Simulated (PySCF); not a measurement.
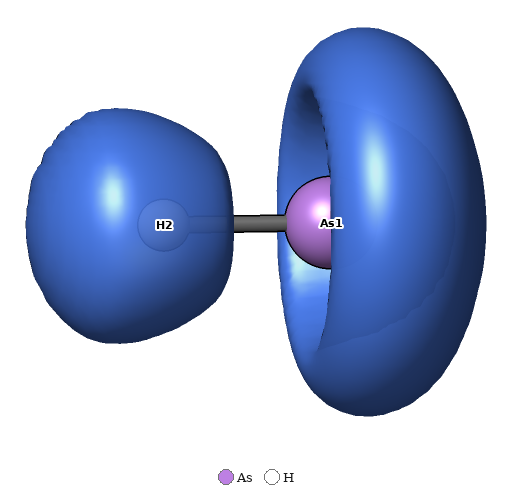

AsH (triplet). Isosurface of the ELF at 0.8 (blue), seen from one side. Core shells and regions of very low density are left out.

The calculation used PBE0/cc-pVTZ(-PP), non-relativistic Hamiltonian with scalar-relativistic core potentials where named, at a bond length of 1.533 Å in PySCF.

```xyz
2

As    0.0000    0.0000   -0.0203
H     0.0000    0.0000    1.5127
```

### Describe the localisation domains.

The surface consists of one region around a hydrogen nucleus and one ring or bowl of non-bonding electrons around As. Profiles from the grid: As–H (1.53 Å): the ELF climbs to about 1 towards the hydrogen, as it does in any bond to H.
